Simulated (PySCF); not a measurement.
Vertical excitations of a molecule C4H6ClF from TDDFT-CAM-B3LYP/def2-SVPD in PySCF, as energy in eV (oscillator strength): 6.02 (0.000), 6.56 (0.005), 6.90 (0.484), 7.59 (0.006), 7.75 (0.010), 7.75 (0.000), 7.92 (0.000), 8.37 (0.007), 8.42 (0.018), 8.67 (0.013). Lowest triplet (TDA): 4.12 eV. The structure is a stationary point at B3LYP-D3(BJ)/def2-SVP. One conformer was computed; it need not be the lowest.

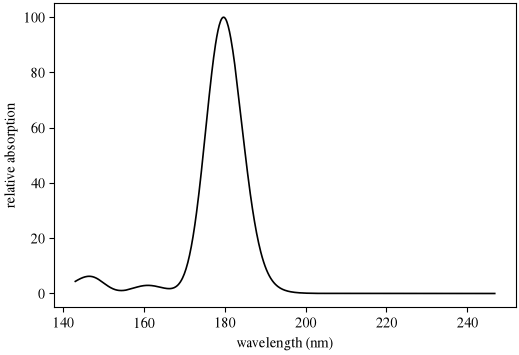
Fig. 1. The lines broadened by 0.4 eV.

Identify the compound among the candidates.
A. C/C(F)=C(\C)Cl
B. C[C@@]1(Cl)C[C@@H]1F
C. F[C@H]1C[C@@H](Cl)C1
D. C=C(F)CCCl

A, C/C(F)=C(\C)Cl
